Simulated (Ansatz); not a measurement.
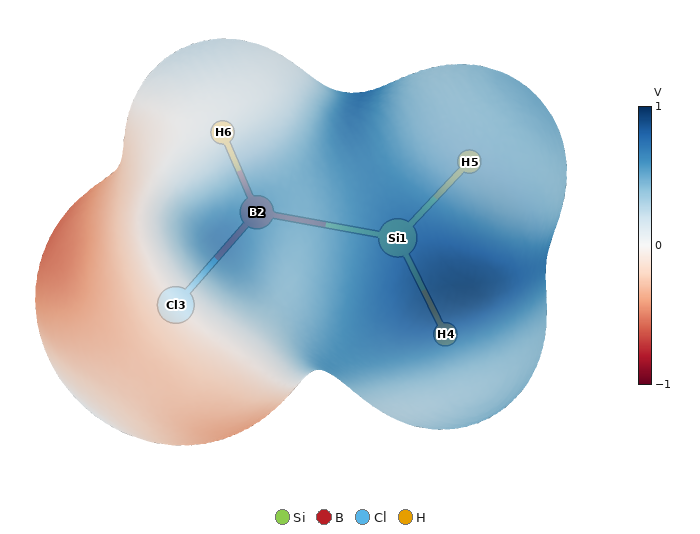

BClH$_{3}$Si (doublet). The electrostatic potential painted on the density surface at 0.002 e/bohr³, seen at a tilt; the colour scale runs from red (negative) to blue (positive).

Method: UKS PBE0/def2-SVP in Ansatz.

```xyz
6

Si   -0.6873    0.4580   -0.4802
B     0.7637   -0.3353    0.5420
Cl    0.9688   -2.0787    0.6090
H    -1.6923   -0.3247   -1.2513
H    -0.9011    1.9292   -0.5673
H     1.5482    0.3515    1.1477
```

**Where is the surface potential most negative and most positive?**

The most negative region (about −0.5 V, or −12 kcal/mol for a unit charge) lies over Cl3, the most positive (about +0.9 V, or +21 kcal/mol for a unit charge) over Si1.
